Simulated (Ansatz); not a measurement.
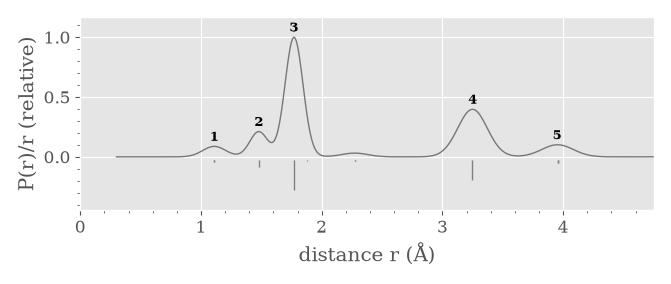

Simulated gas electron diffraction: radial distribution curve of CH₂BSe (charge +1, ignored in the scattering factors). Each pair of atoms contributes with weight ZᵢZⱼ/r (bars below the curve); damping constant 0.0015 Å²; vibrational amplitudes assumed, not computed: 0.05 Å for bonds, 0.078 Å for bonds to H, 0.06 + 0.015 r up to 0.15 Å for other pairs. The geometry is the end point of an optimisation (Ansatz, RKS PBE-D4/def2-SVP); it may be a saddle point or a higher isomer.

### Which pairs of atoms lie under the numbered peaks? Mark bonded pairs by – and others by ···.

Peak 1, 1.11 Å: C–H 1.11 Å (×2)
Peak 2, 1.48 Å: C–B 1.48 Å
Peak 3, 1.77 Å: Se–B 1.77 Å
Peak 4, 3.25 Å: Se···C 3.25 Å
Peak 5, 3.95 Å: Se···H 3.95 Å (×2)
